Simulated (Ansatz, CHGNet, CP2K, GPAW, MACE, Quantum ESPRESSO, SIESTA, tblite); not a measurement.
# Which run comes nearest? Random packing of 70AlN-30Al2O3 (mol %) (78 atoms)

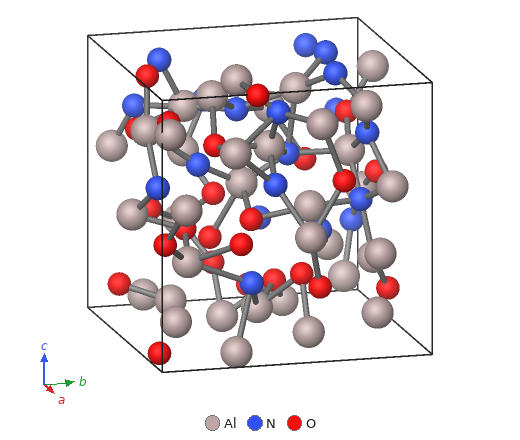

The cell (aluminium light grey, nitrogen blue, oxygen red). Bonds to atoms that aren't drawn are left out. Some periodic images of atoms are drawn too.

Density of this cell: 3.27 g/cm³. The cell holds 78 atoms: 35 Al, 19 N and 24 O. Its edges and angles: a = 9.322 Å, b = 9.322 Å, c = 9.322 Å, α = 90.0°, β = 90.0°, γ = 90.0°. 78 atoms (35 Al, 19 N, 24 O) packed at random in a cube at 3.27 g/cm³ and pushed apart as soft spheres, cations and anions kept from their own kind; a start for melting by ab initio MD, not an equilibrated structure. Then every atom was moved at random, 0.05 Å r.m.s. a Cartesian component.

Geometry: as built.

The reference, a calculation:

| Item | Value |
| --- | --- |
| method | Kohn-Sham DFT, PBE, SSSP efficiency 1.3.0 pseudopotentials, plane waves (Quantum ESPRESSO 7.5); sssp-pbe-1.3.0-efficiency, cutoffs 60/480 Ry, Γ point |
| r.m.s. force component | 2.024 eV/Å |
| longest force | 5.888 eV/Å |
| pressure | 10.62 GPa |
| time | 12 min on 2 MPI ranks of Intel Xeon at 2.30GHz, shared host |
| CPU time | 25 min |

Runs, in no order:
A. MACE MP-0b3 medium potential: machine-learned interatomic potential MACE MP-0b3 medium, trained on PBE(+U) plane-wave data
B. tblite GFN1-xTB: GFN1-xTB tight binding, diagonalisation
C. GPAW PBE, LCAO dzp, h 0.18 Å: Kohn-Sham DFT, PBE, PAW, atomic orbitals (dzp)
D. CP2K PBE, DZVP-MOLOPT-SR, 840/50 Ry, diagonalisation: Kohn-Sham DFT, PBE, GTH-PBE pseudopotentials, Gaussian and plane waves, DZVP-MOLOPT-SR-GTH, diagonalisation
E. SIESTA PBE, DZP, shift 0.01 Ry, mesh 500 Ry: Kohn-Sham DFT, PBE, PseudoDojo 0.4.1 norm-conserving pseudopotentials (converted to PSML), numerical atomic orbitals (DZP), diagonalisation

Q: Order them from the smallest to the largest r.m.s. force difference.

D, E, C, A, B.

| run | Δ force, r.m.s. (meV/Å) | share of r.m.s. force (%) | CPU time |
| --- | --- | --- | --- |
| D. CP2K PBE, DZVP-MOLOPT-SR, 840/50 Ry, diagonalisation | 53.1 | 2.62 | 18 min |
| E. SIESTA PBE, DZP, shift 0.01 Ry, mesh 500 Ry | 136 | 6.71 | 30 min |
| C. GPAW PBE, LCAO dzp, h 0.18 Å | 207 | 10.3 | 16 min |
| A. MACE MP-0b3 medium potential | 508 | 25.1 | 10 s |
| B. tblite GFN1-xTB | 959 | 47.4 | 15 s |

Periodic xTB results under one method name differ between programs and library versions. Machine-learned potentials mimic data converged in k, so the reference's own k-point error enters their differences. The electronic-structure runs sample only Γ, in a cell whose shortest periodic width is 9 Å, which is coarse for a cell with partly filled levels.

[Hosts, paths, dates, database ids (printed as entryN), source tags and the programs' standing remarks are cut or masked in the printed files.]
